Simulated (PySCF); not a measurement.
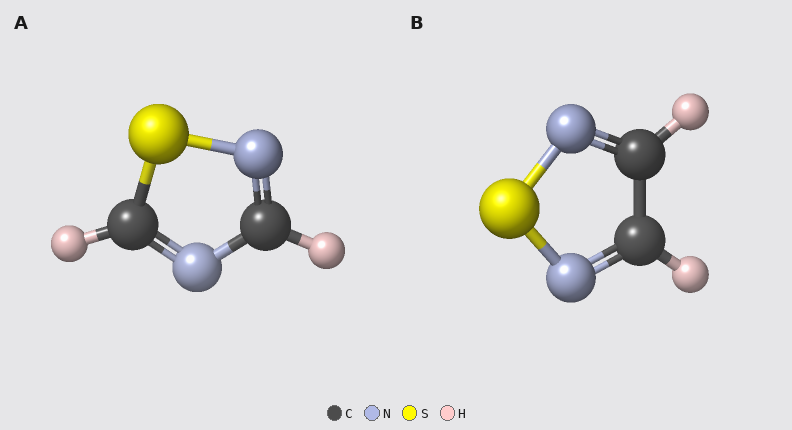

2 stationary structures of one formula. Geometries: PBE0-D3(BJ)/def2-SVP. Electronic energies: PBE0-D3(BJ)/def2-SVP (PySCF 2.14.0), without zero-point energy. No frequency run is at hand to confirm each as a minimum.

**Are they conformers, stereoisomers or constitutional isomers?**

They are constitutional isomers of C2H2N2S: A `c1ncsn1`, B `c1cnsn1`.

**Rank them by energy, lowest first.**

A is lowest (Cs); B lies 6.0 kcal/mol above it (C2v).
